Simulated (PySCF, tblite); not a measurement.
# C7H15B: geometry, infrared bands, NMR shifts, electronic excitations and core binding energies

What infrared bands, NMR shifts, electronic excitations and core binding energies should C7H15B (`CC(C)(C)BC1CC1`) show?

Computed with tblite 0.8.0 and PySCF 2.14.0, with density-fitted response routines of our own, on a single molecule in the gas phase. Atoms count from 0, in the outputs and in this text.

### 1 Starting geometry

23 atoms, charge 0, multiplicity 1; geometry from: force field or distance geometry start.

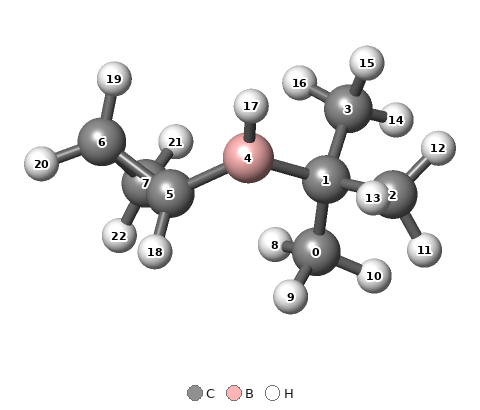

The starting geometry (carbon grey, boron pink, hydrogen white), atoms numbered.

### 2 Geometry optimisation with GFN2-xTB

Job settings and geometry (Å):

```
{"job": {"kind": "relax", "xc": "GFN2-xTB", "basis": "xTB"}, "charge": 0, "multiplicity": 1}
C     -0.898800     1.278100    -0.570000
C     -1.021500    -0.121900    -0.032900
C     -2.365000    -0.220400     0.659900
C     -1.022300    -1.173900    -1.106300
B      0.168800    -0.488900     0.974900
C      1.468200     0.391500     0.869300
C      2.815900    -0.251600     0.672000
C      2.188700     0.581300    -0.432900
H     -0.031200     1.425300    -1.227800
H     -0.741900     1.936600     0.326600
H     -1.864600     1.624600    -1.023300
H     -2.993300     0.692200     0.457600
H     -2.952000    -1.056900     0.200500
H     -2.258100    -0.344900     1.745600
H     -1.705200    -0.942200    -1.926300
H     -1.349300    -2.135000    -0.597600
H     -0.031400    -1.382800    -1.517300
H      0.110900    -1.521200     1.563400
H      1.466200     1.300200     1.523500
H      2.760100    -1.358300     0.581700
H      3.731700     0.224000     1.067600
H      1.947900    -0.034300    -1.313100
H      2.571200     1.605300    -0.612100
```

Launch:

```bash
$ OMP_NUM_THREADS=1 python probes_run.py task.json out
```

The driver reads the jobs from task.json and runs them one after another.

The program printed:

```text
step      E/eV     max force
  0    -647.65749    1.936
  1    -647.90222    0.930
  2    -647.99584    0.547
  3    -648.05169    0.537
  4    -648.10391    0.538
  5    -648.13352    0.520
  6    -648.15801    0.303
  7    -648.17522    0.264
  8    -648.18868    0.315
  9    -648.19937    0.261
 10    -648.20859    0.213
 11    -648.21605    0.206
 12    -648.22315    0.238
 13    -648.23186    0.273
 14    -648.24173    0.253
 15    -648.24988    0.205
 16    -648.25497    0.180
 17    -648.25830    0.150
 18    -648.26107    0.102
 19    -648.26378    0.120
 20    -648.26664    0.144
 21    -648.26986    0.152
 22    -648.27317    0.113
 23    -648.27586    0.114
 24    -648.27770    0.099
 25    -648.27920    0.103
 26    -648.28077    0.105
 27    -648.28242    0.086
 28    -648.28415    0.108
 29    -648.28615    0.117
 30    -648.28871    0.123
 31    -648.29171    0.133
 32    -648.29456    0.136
 33    -648.29692    0.123
 34    -648.29915    0.111
 35    -648.30184    0.122
 36    -648.30498    0.125
 37    -648.30787    0.162
 38    -648.31026    0.141
 39    -648.31225    0.093
 40    -648.31408    0.081
 41    -648.31612    0.093
 42    -648.31854    0.147
 43    -648.32147    0.162
 44    -648.32505    0.139
 45    -648.32787    0.142
 46    -648.33237    0.228
 47    -648.33625    0.217
 48    -648.34685    0.166
 49    -648.34979    0.142
 50    -648.35625    0.154
 51    -648.36408    0.217
 52    -648.36949    0.195
 53    -648.37918    0.239
 54    -648.38746    0.228
 55    -648.39247    0.216
 56    -648.39983    0.252
 57    -648.40564    0.191
 58    -648.41049    0.136
 59    -648.41290    0.154
 60    -648.41735    0.165
 61    -648.42186    0.192
 62    -648.42785    0.169
 63    -648.43275    0.149
 64    -648.43616    0.256
 65    -648.44022    0.142
 66    -648.44399    0.103
 67    -648.44737    0.129
 68    -648.44976    0.123
 69    -648.45222    0.086
 70    -648.45384    0.069
 71    -648.45502    0.071
 72    -648.45603    0.077
 73    -648.45700    0.069
 74    -648.45789    0.063
 75    -648.45878    0.067
 76    -648.45990    0.073
 77    -648.46157    0.127
 78    -648.46380    0.142
 79    -648.46629    0.116
 80    -648.46863    0.112
 81    -648.47040    0.074
 82    -648.47175    0.069
 83    -648.47319    0.079
 84    -648.47497    0.098
 85    -648.47692    0.095
 86    -648.47872    0.085
 87    -648.48020    0.091
 88    -648.48156    0.108
 89    -648.48309    0.121
 90    -648.48571    0.086
 91    -648.48747    0.095
 92    -648.49025    0.125
 93    -648.49360    0.124
 94    -648.49769    0.167
 95    -648.50119    0.111
 96    -648.50393    0.118
 97    -648.50595    0.139
 98    -648.50911    0.126
 99    -648.51475    0.117
100    -648.51871    0.107
101    -648.52146    0.148
102    -648.52400    0.140
103    -648.52717    0.137
104    -648.53024    0.143
105    -648.53323    0.115
106    -648.53602    0.105
107    -648.53839    0.134
108    -648.54082    0.122
109    -648.54364    0.104
110    -648.54630    0.096
111    -648.54806    0.125
112    -648.54995    0.205
113    -648.55220    0.107
114    -648.55423    0.063
115    -648.55542    0.070
116    -648.55778    0.079
117    -648.56025    0.101
118    -648.56291    0.099
119    -648.56518    0.094
120    -648.56740    0.102
121    -648.56922    0.096
122    -648.57045    0.084
123    -648.57135    0.113
124    -648.57242    0.070
125    -648.57431    0.066
126    -648.57571    0.083
127    -648.57719    0.072
128    -648.57825    0.059
129    -648.57939    0.063
130    -648.58033    0.078
131    -648.58136    0.061
132    -648.58235    0.055
133    -648.58321    0.062
134    -648.58387    0.064
135    -648.58452    0.048
136    -648.58503    0.043
137    -648.58541    0.059
138    -648.58586    0.062
139    -648.58625    0.057
140    -648.58665    0.052
141    -648.58703    0.046
142    -648.58744    0.042
143    -648.58783    0.039
144    -648.58820    0.035
145    -648.58851    0.034
146    -648.58878    0.038
147    -648.58901    0.041
148    -648.58922    0.036
149    -648.58938    0.037
150    -648.58949    0.019
151    -648.58956    0.019
152    -648.58961    0.015
153    -648.58965    0.016
154    -648.58972    0.018
155    -648.58979    0.019
156    -648.58989    0.023
157    -648.58998    0.024
158    -648.59008    0.018
159    -648.59018    0.020
160    -648.59027    0.020
161    -648.59036    0.020
162    -648.59044    0.016
163    -648.59051    0.016
164    -648.59057    0.012
165    -648.59061    0.020
166    -648.59064    0.013
167    -648.59065    0.007
```

It took 1 s on 1 thread of Arm Neoverse V2, shared host; peak memory 0.18 GiB.

Relaxation path: (not every step is listed)

```csv
step,energy from step 0 (eV),largest force (eV/Å)
0,0.0000,1.9364
1,-0.2447,0.9299
2,-0.3383,0.5473
3,-0.3942,0.5371
4,-0.4464,0.5378
5,-0.4760,0.5204
6,-0.5005,0.3025
7,-0.5177,0.2643
8,-0.5312,0.3152
23,-0.6184,0.1137
38,-0.6528,0.1412
53,-0.7217,0.2389
68,-0.7923,0.1234
83,-0.8157,0.0786
98,-0.8516,0.1256
113,-0.8947,0.1069
128,-0.9208,0.0586
143,-0.9303,0.0391
158,-0.9326,0.0179
162,-0.9329,0.0156
163,-0.9330,0.0155
164,-0.9331,0.0122
165,-0.9331,0.0204
166,-0.9331,0.0126
167,-0.9332,0.0067
```

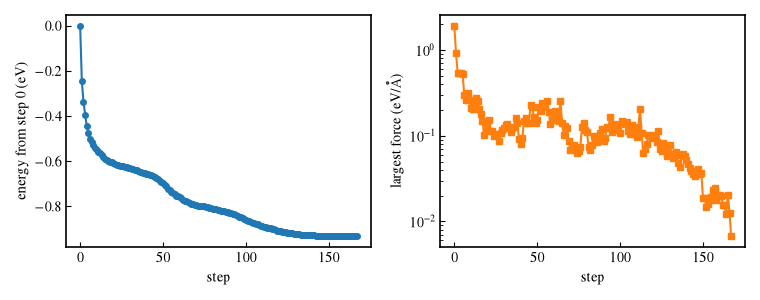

Energy and force, step by step.

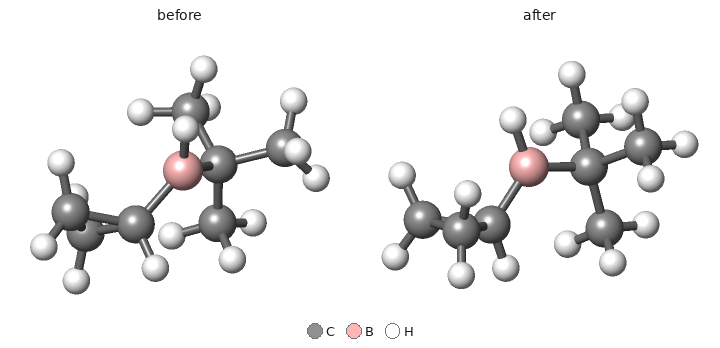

The geometry before (left) and after (right).

Close pairs (by a distance rule), those that changed most:

```csv
bond,before (Å),after (Å),change (Å)
C3–H15,1.136,1.087,-0.048
C6–C7,1.519,1.479,-0.041
C2–H11,1.126,1.089,-0.037
C0–H9,1.123,1.088,-0.036
C1–C3,1.503,1.539,+0.036
C5–H18,1.120,1.084,-0.035
C2–H12,1.120,1.087,-0.033
B4–C5,1.573,1.540,-0.033
```

The final coordinates are the input of the step that follows.

### 3 Vibrational analysis with GFN2-xTB

Job settings and geometry (Å):

```
{"job": {"kind": "ir", "xc": "GFN2-xTB", "basis": "xTB"}, "charge": 0, "multiplicity": 1}
C     -1.249306     1.425117    -0.476644
C     -1.105672    -0.080576    -0.226792
C     -2.028269    -0.461480     0.946066
C     -1.599150    -0.823940    -1.480310
B      0.376185    -0.561517     0.123271
C      1.570050     0.393879     0.306788
C      2.644968     0.059467     1.332677
C      2.963955    -0.059501    -0.106212
H     -0.625125     1.737192    -1.311188
H     -0.957757     1.991685     0.404903
H     -2.282775     1.676826    -0.713591
H     -3.056616    -0.178630     0.724021
H     -1.998323    -1.532670     1.129979
H     -1.721367     0.049242     1.856469
H     -2.627542    -0.545050    -1.707262
H     -1.560140    -1.900327    -1.331251
H     -0.979637    -0.575764    -2.339876
H      0.556691    -1.713796     0.256823
H      1.416094     1.460169     0.183564
H      2.523478    -0.845696     1.907374
H      3.063798     0.880678     1.894973
H      3.064809    -1.047145    -0.529149
H      3.606899     0.678820    -0.561618
```

The program printed:

```text
mode    cm-1     km/mol
  1      14.8      0.76
  2      46.7      0.25
  3     154.2      0.15
  4     182.5      0.02
  5     210.2      0.01
  6     245.4      0.02
  7     268.9      0.04
  8     276.8      0.02
  9     303.3      0.00
 10     339.2      0.11
 11     388.6      0.25
 12     402.6      0.63
 13     480.0      0.74
 14     734.0    109.65
 15     756.9      2.66
 16     805.7      0.77
 17     867.7      8.47
 18     880.6      4.36
 19     900.6      0.27
 20     921.5     27.74
 21     961.9      0.05
 22     965.5      2.06
 23     969.1      1.39
 24     981.7     18.11
 25    1019.1      5.74
 26    1039.6     13.08
 27    1057.4     16.45
 28    1064.6      0.69
 29    1097.7     66.11
 30    1117.2      0.08
 31    1135.0    109.61
 32    1164.7      0.00
 33    1201.7      1.85
 34    1228.1     10.60
 35    1259.4      5.15
 36    1270.7      6.38
 37    1364.0     75.83
 38    1400.3      0.78
 39    1403.9      1.33
 40    1426.1      0.38
 41    1438.9      0.17
 42    1484.0      8.26
 43    1495.7      0.18
 44    1501.3      0.22
 45    1504.1      0.30
 46    1509.2      2.73
 47    1514.6      2.41
 48    1521.8      5.19
 49    2608.0    126.60
 50    3000.8      0.07
 51    3001.0      0.06
 52    3007.8    165.66
 53    3020.8      4.87
 54    3025.8     13.05
 55    3029.9     86.80
 56    3032.7     21.68
 57    3034.7     25.85
 58    3037.9     44.31
 59    3040.4     71.82
 60    3082.4     18.86
 61    3085.6     25.26
 62    3093.5     18.65
 63    3108.4     73.43
```

Wall time 0.71 s (1 thread of Arm Neoverse V2, shared host); peak memory 0.18 GiB.

Which atoms move in the most intense modes:

```csv
cm⁻¹,km/mol,atoms
734,109.7,"H17 52 %, B4 40 %"
1135,109.6,"B4 34 %, H18 22 %, C5 11 %"
1364,75.8,"C5 37 %, H18 16 %"
2608,126.6,H17 92 %
3008,165.7,"H14 30 %, H10 30 %, H11 30 %"
3030,86.8,"H8 44 %, H9 22 %"
3040,71.8,H18 80 %
3108,73.4,"H19 34 %, H21 31 %, H22 12 %, H20 11 %"
```

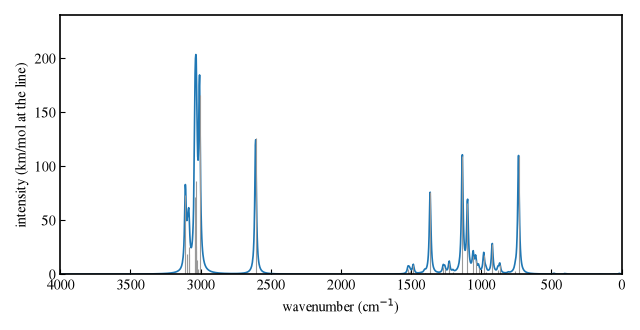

The infrared spectrum from these modes, unscaled. Lines are broadened to a width of 14 cm⁻¹ (Lorentzian).

### 4 Relaxing the molecule at PBE0-D3(BJ)/def2-SVP

Job settings and geometry (Å):

```
{"job": {"xc": "PBE0", "basis": "def2-SVP", "d3": "d3bj", "grid": 1, "shake": 0.01, "kind": "geom"}, "charge": 0, "multiplicity": 1}
C     -1.228900     1.399560    -0.472460
C     -1.111350    -0.085100    -0.228950
C     -2.048470    -0.463800     0.937410
C     -1.565920    -0.821680    -1.483840
B      0.373370    -0.568200     0.112720
C      1.566140     0.398700     0.304400
C      2.654550     0.057470     1.332920
C      2.979410    -0.054050    -0.111260
H     -0.626950     1.742600    -1.291840
H     -0.960450     1.989250     0.414930
H     -2.291640     1.673910    -0.704770
H     -3.050810    -0.177710     0.730720
H     -2.026600    -1.522460     1.120380
H     -1.738050     0.052010     1.863470
H     -2.631990    -0.555810    -1.707000
H     -1.560670    -1.886270    -1.323780
H     -0.977700    -0.564650    -2.341930
H      0.547430    -1.707960     0.262650
H      1.413950     1.452340     0.185860
H      2.498540    -0.838790     1.912290
H      3.047410     0.881290     1.885330
H      3.072380    -1.067490    -0.538290
H      3.613990     0.690380    -0.583200
```

The program printed:

```text
step   0  E = -300.01478586  max force = 0.035206
step   1  E = -300.02231683  max force = 0.005918
step   2  E = -300.02257071  max force = 0.001473
step   3  E = -300.02260918  max force = 0.000633
step   4  E = -300.02261889  max force = 0.000843
step   5  E = -300.02263172  max force = 0.000338
optimisation converged
```

It took 1.7 min on 1 thread of Arm Neoverse V2, shared host; peak memory 0.77 GiB.

Along the way:

```csv
step,energy from step 0 (eV),largest force component (eV/Å)
0,0.0000,1.8104
1,-0.2049,0.3043
2,-0.2118,0.0757
3,-0.2129,0.0326
4,-0.2131,0.0433
5,-0.2135,0.0174
```

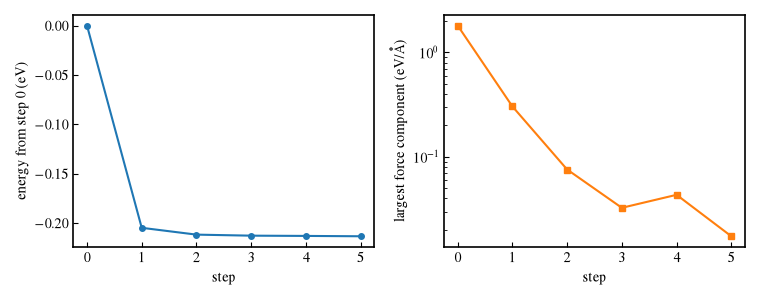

Energy and force, step by step.

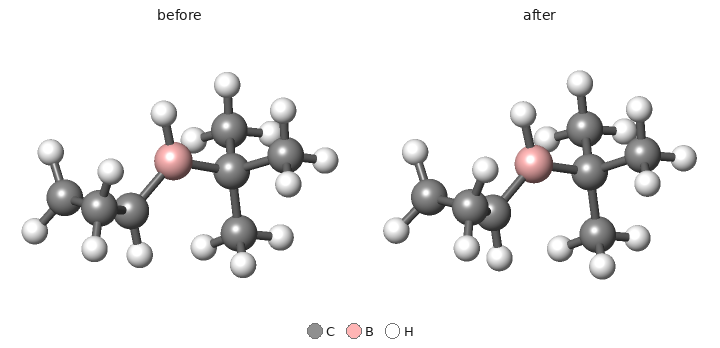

The geometry before (left) and after (right).

Distances of close pairs at the start and the end, largest changes first:

```csv
bond,before (Å),after (Å),change (Å)
B4–H17,1.163,1.219,+0.057
C2–H11,1.063,1.104,+0.042
C3–H16,1.072,1.102,+0.031
C0–H8,1.073,1.102,+0.029
C2–H12,1.075,1.101,+0.027
C6–H20,1.067,1.093,+0.026
C3–H15,1.077,1.101,+0.025
C5–H18,1.071,1.095,+0.023
```

The next job starts from the end point, and lists it.

```csv
at the end point,value
point group (found at 0.08 Å tolerance),C1
"rotational constants (GHz, main isotopes)","3.583, 1.051, 1.034"
dipole moment (D),0.77
```

### 5 Nuclear shieldings: PBE0/pcSseg-1

Job settings and geometry (Å):

```
{"job": {"kind": "nmr", "xc": "PBE0", "basis": "pcSseg-1"}, "charge": 0, "multiplicity": 1}
C     -1.233137     1.448171    -0.598466
C     -1.092991    -0.052014    -0.340892
C     -2.013496    -0.465339     0.820873
C     -1.492037    -0.836219    -1.598668
B      0.364666    -0.494551     0.087271
C      1.551460     0.436981     0.376145
C      2.465832     0.040959     1.539978
C      2.963196    -0.100162     0.159452
H     -0.576338     1.781789    -1.417893
H     -0.974878     2.039407     0.294464
H     -2.268724     1.708912    -0.877462
H     -3.062171    -0.209849     0.586971
H     -1.966702    -1.549062     1.011306
H     -1.751577     0.053145     1.757768
H     -2.531935    -0.602693    -1.887749
H     -1.423323    -1.923349    -1.437056
H     -0.849162    -0.584788    -2.458196
H      0.560061    -1.689258     0.233700
H      1.445846     1.516903     0.232004
H      2.210648    -0.862302     2.100586
H      2.845575     0.861687     2.154059
H      3.061968    -1.104362    -0.261044
H      3.704345     0.616850    -0.202874
```

With the program's defaults for keys left out, this is: GIAO PBE0/pcSseg-1 NMR shielding, non-relativistic, gas phase.

The program printed:

```text
coarse grid: 17992 points
cycle   1  E = -300.0662495752  dE =  6.606e-01  |g| = 4.642e-01  |ddm| = 3.953e+00
cycle   2  E = -300.0510803224  dE =  1.517e-02  |g| = 5.367e-01  |ddm| = 9.884e-01
cycle   3  E = -300.1288090305  dE = -7.773e-02  |g| = 4.078e-02  |ddm| = 5.644e-01
cycle   4  E = -300.1290855451  dE = -2.765e-04  |g| = 2.186e-02  |ddm| = 5.254e-02
cycle   5  E = -300.1291933882  dE = -1.078e-04  |g| = 4.747e-03  |ddm| = 2.079e-02
cycle   6  E = -300.1291982456  dE = -4.857e-06  |g| = 1.523e-03  |ddm| = 5.471e-03
final grid: 170248 points
cycle   7  E = -300.1778119697  dE = -6.502e-05  |g| = 1.089e-02  |ddm| = 4.443e-02
cycle   8  E = -300.1777984765  dE =  1.349e-05  |g| = 1.321e-02  |ddm| = 2.031e-02
cycle   9  E = -300.1778431687  dE = -4.469e-05  |g| = 4.482e-04  |ddm| = 1.087e-02
cycle  10  E = -300.1778432092  dE = -4.050e-08  |g| = 2.025e-04  |ddm| = 6.076e-04
cycle  11  E = -300.1778432193  dE = -1.006e-08  |g| = 4.512e-05  |ddm| = 2.170e-04
cycle  12  E = -300.1778432197  dE = -4.491e-10  |g| = 1.771e-05  |ddm| = 5.441e-05
converged SCF energy = -300.1778432197

GIAO shielding tensors (ppm)
atom      isotropic    diamagn.    paramagn.     s11        s22        s33       span
  0 C      156.518     248.615     -92.098    142.062    147.823    179.667     37.604
  1 C      157.494     246.279     -88.784    142.551    156.965    172.967     30.416
  2 C      158.656     248.426     -89.770    141.526    149.384    185.057     43.531
  3 C      156.985     247.643     -90.659    137.714    149.024    184.216     46.502
  4 B       15.077     192.156    -177.079    -62.205     13.806     93.631    155.836
  5 C      173.749     250.008     -76.259    118.616    179.798    222.834    104.218
  6 C      174.241     253.669     -79.428    147.656    176.817    198.249     50.592
  7 C      173.450     254.188     -80.738    146.435    175.454    198.461     52.026
  8 H       29.952      32.257      -2.305     26.212     28.142     35.502      9.290
  9 H       29.897      32.480      -2.583     26.046     28.550     35.095      9.049
 10 H       30.503      31.458      -0.955     26.788     28.658     36.065      9.277
 11 H       30.427      30.893      -0.466     27.125     28.024     36.133      9.008
 12 H       30.291      31.239      -0.949     26.513     27.635     36.724     10.211
 13 H       30.540      31.557      -1.017     26.122     28.769     36.729     10.606
 14 H       30.430      30.707      -0.277     26.991     28.158     36.140      9.149
 15 H       30.154      30.933      -0.779     26.268     27.668     36.526     10.259
 16 H       30.367      31.060      -0.693     26.172     28.228     36.700     10.528
 17 H       25.499      33.417      -7.918     19.890     26.533     30.074     10.184
 18 H       30.648      34.029      -3.381     23.467     30.350     38.127     14.660
 19 H       30.443      31.261      -0.818     24.808     27.356     39.166     14.358
 20 H       30.256      30.061       0.196     24.737     26.292     39.740     15.003
 21 H       30.396      31.179      -0.783     24.601     27.266     39.321     14.720
 22 H       30.203      29.946       0.256     24.623     26.298     39.687     15.064
```

Run time: 38 s. Hardware: 1 thread of Arm Neoverse V2, shared host; peak memory 0.99 GiB.

The references, computed at this level on geometries of the same kind, shield at (ppm): 1H TMS 31.27, 13C TMS 184.4, 11B BF3·OEt2 100.7. Their shielding less the atom's gives the shift. The references are single molecules in the gas phase. Atoms listed in one row are averaged.

```csv
atoms,environment,σ (ppm),δ (ppm),δ scaled to CDCl3
"C0, C2, C3",methyl carbon,157.4,27.0,25.7
C1,fully substituted sp3 carbon bonded to B,157.5,26.9,25.6
C5,three-membered-ring carbon,173.7,10.7,9.8
"C6, C7",three-membered-ring carbon,173.8,10.6,9.8
H17,hydrogen on a boron bonded to 2 C,25.50,5.77,–
"H20, H22",hydrogen on a three-membered-ring carbon,30.23,1.04,1.20
"H8, H9, H10, H11, H12 and 4 more",hydrogen on a methyl carbon,30.28,0.98,1.15
"H19, H21",hydrogen on a three-membered-ring carbon,30.42,0.85,1.02
H18,hydrogen on a three-membered-ring carbon,30.65,0.62,0.80
B4,"boron bonded to 2 C, H",15.1,85.7,–
```

The scaled column applies a straight-line fit of computed shieldings to shifts measured in CDCl3 (root-mean-square error 0.21 ppm for H, 2.0 ppm for C).

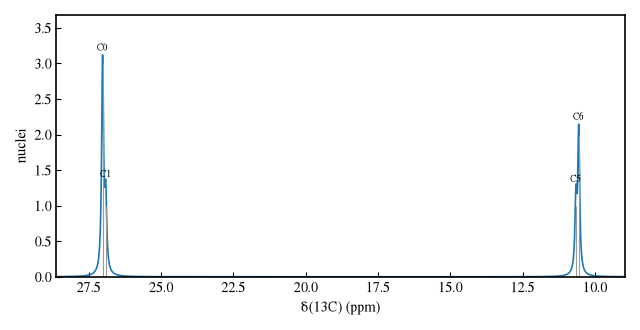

13C lines at the computed shifts, without couplings. Lines are broadened to a width of 0.08 ppm (Lorentzian).

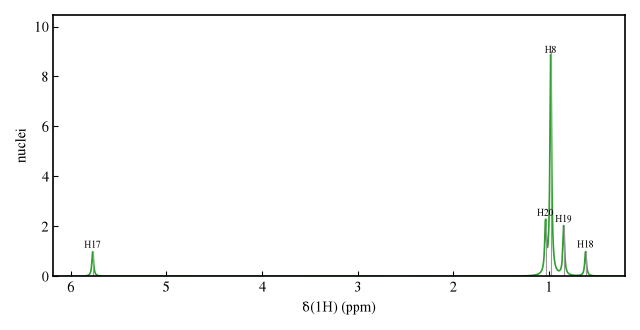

1H lines at the computed shifts, without couplings. Lines are broadened to a width of 0.02 ppm (Lorentzian).

Charges from the same density, by scheme (e):

```csv
atoms,Mulliken,IAO,Hirshfeld,ESP fit
"C0, C2, C3",-0.20,-0.40,-0.11,-0.51
C1,-0.68,-0.08,-0.04,0.56
B4,0.51,0.16,0.16,0.10
C5,-0.48,-0.27,-0.12,-0.19
"C6, C7",-0.20,-0.26,-0.08,-0.30
```

Hirshfeld charges:

C0 -0.12; C1 -0.04; C2 -0.11; C3 -0.11; B4 0.16; C5 -0.12; C6 -0.07; C7 -0.08; H8 0.04; H9 0.04; H10 0.03; H11 0.04; H12 0.04; H13 0.04; H14 0.03; H15 0.04; H16 0.04; H17 -0.07; H18 0.04; H19 0.05; H20 0.05; H21 0.05; H22 0.05

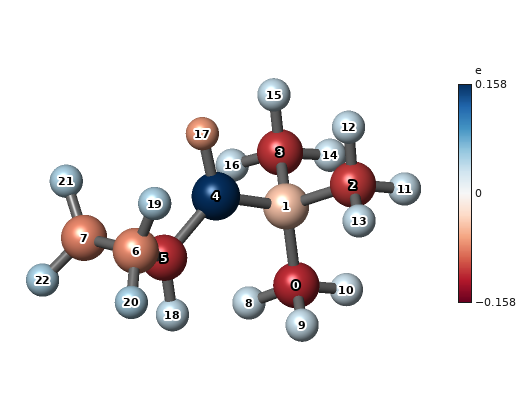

Hirshfeld charges, as colours on the atoms.

Mayer bond orders: C0–C1 1.04, C1–C2 1.02, C1–C3 1.02, C1–B4 0.89, B4–C5 1.01, C5–C6 0.91, C6–C7 1.00, C7–C5 0.92.

Ring of atoms C5, C6, C7: NICS(0) -43.5, NICS(1) -8.0, NICS(1)zz -23.8 ppm (means of both faces).

In rings of three or four atoms NICS is ruled by the nearby σ bonds, so it says little on aromaticity.

(Part 1 of 2 ends here.)
